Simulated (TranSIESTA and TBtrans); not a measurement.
Junction: diphenyl ether-4,4'-diyl held by thiolate S between two Au chains. Leads: straight Au chain, spacing 2.55 Å. Geometry: 25 atoms about the centre moved by SIESTA (PBE, SZP) to a largest force of 0.06 eV/Å, all others as built. Transport runs along z; the first 6 and the last 6 of the 41 atoms are the lead cells, repeated to infinity.

```xyz
41
Lattice="13.664 0.000 0.000 0.000 13.664 0.000 0.000 0.000 55.961" Properties=species:S:1:pos:R:3 pbc="F F T"
Au     6.832     6.832     0.000
Au     6.832     6.832     2.550
Au     6.832     6.832     5.100
Au     6.832     6.832     7.650
Au     6.832     6.832    10.200
Au     6.832     6.832    12.750
Au     6.832     6.832    15.300
Au     6.832     6.832    17.850
Au     6.831     7.013    20.365
S      7.450     5.111    21.428
C      6.818     5.684    23.034
C      5.459     5.395    23.458
C      4.955     5.870    24.707
C      5.813     6.639    25.576
C      7.185     6.894    25.218
C      7.668     6.417    23.958
O      5.177     7.193    26.712
C      5.994     7.437    27.841
C      7.133     6.630    28.194
C      7.776     6.859    29.452
C      7.313     7.880    30.378
S      8.123     8.129    31.987
C      6.202     8.715    29.957
C      5.543     8.497    28.708
H      4.782     4.782    22.744
H      3.864     5.673    25.044
H      7.855     7.479    25.953
H      8.758     6.636    23.629
H      7.490     5.815    27.458
H      8.676     6.203    29.777
H      5.847     9.560    30.667
H      4.638     9.136    28.369
Au     6.751     6.669    33.042
Au     6.832     6.832    35.561
Au     6.832     6.832    38.111
Au     6.832     6.832    40.661
Au     6.832     6.832    43.211
Au     6.832     6.832    45.761
Au     6.832     6.832    48.311
Au     6.832     6.832    50.861
Au     6.832     6.832    53.411
```

TranSIESTA and TBtrans, PBE, DZP numerical orbitals (energy shift 0.15 eV), PseudoDojo norm-conserving scalar-relativistic potentials, mesh cutoff 150 Ry, 300 K, no spin polarisation, no spin-orbit coupling; self-consistent non-equilibrium Green functions.

Energies count from the leads' Fermi level. Transmissions are for one spin of a degenerate pair. The energy step is 0.02 eV; narrower resonances are cut or missed.

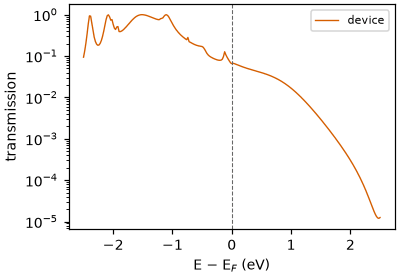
Fig. 1. Transmission against energy

```
E (eV)        T  lead channels
------  -------  -------------
-2.40      0.94              3
-2.20      0.24              3
-2.00      0.58              3
-1.80      0.47              3
-1.60      0.92              3
-1.40      0.92              3
-1.20      0.80      band edge
-1.00      0.60      band edge
-0.80      0.27      band edge
-0.60      0.18              4
-0.40      0.11              4
-0.20     0.079              4
0.00      0.065              1
0.20      0.054              1
0.40      0.044              1
0.60      0.036              1
0.80      0.026              1
1.00      0.017              1
1.20     0.0091              1
1.40     0.0044              1
1.60     0.0020              1
1.80    0.00082              1
2.00    0.00030              1
2.20     8.9e-5              1
2.40     1.7e-5              1
```

The leads' channel count changes near -0.01 eV, within the thermal window, so values at the Fermi level hang on where that band edge falls. The leads are straight chains one atom wide, held at their spacing: model electrodes, not surfaces. Semilocal functionals put molecular levels too close to the Fermi level and tend to overestimate such conductances.
